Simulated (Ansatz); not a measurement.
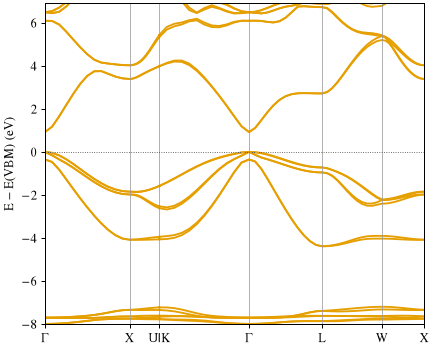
Figure. Band structure from the program Ansatz at the r²SCAN with spin–orbit coupling level (PAW)

**Question.** Read off the gap and where the band edges lie.

**Answer.** About 0.9 eV (0.92 eV by a search for the band edges); maximum at Γ, minimum at Γ.

The material is CdSe (zinc blende, F-43m).

The cell was relaxed with r²SCAN under the symmetry of its start; phonons on a q-mesh show no instability.

Potentials: the later of the program's two PAW sets.
